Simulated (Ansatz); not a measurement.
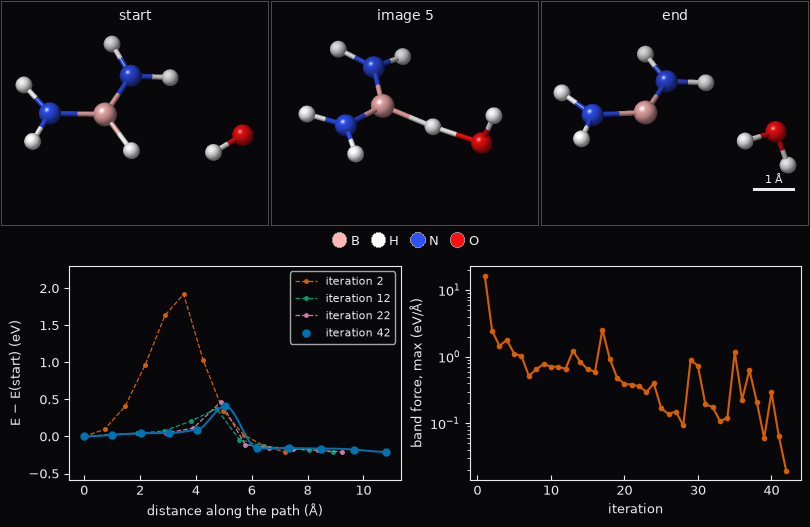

A search for the minimum-energy path of BN₂H₆O (multiplicity 2) by the nudged elastic band. Images are numbered from 0 (start) to 10 (end). The plot follows the band through its iterations. The picture is a ball-and-stick view, seen at a tilt.

Computed with UKS BHLYP/def2-mTZVP in Ansatz 0.2.0. Set-up: 9 movable images; climbing image; force threshold 0.05 eV/Å; iteration limit 60; starting path through a guess of the saddle point.

Question: How did the profile develop, and is the result final?

Answer: The result is final at these settings. The band converged in 42 iterations. The largest component of the band force went from 17 to 0.02 eV/Å. The climbing image converged on the top of the path. Its vibrational analysis gives one imaginary mode (1498i cm⁻¹), as a transition state must have. The first iteration put the highest image at 3.57 eV. Forward barrier 0.41 eV, backward barrier 0.62 eV, with image 5 at the top; the reaction energy is −0.21 eV.

Cost: 17 min on 4 threads of Arm Neoverse V2 (shared host), peak memory 0.26 GiB.
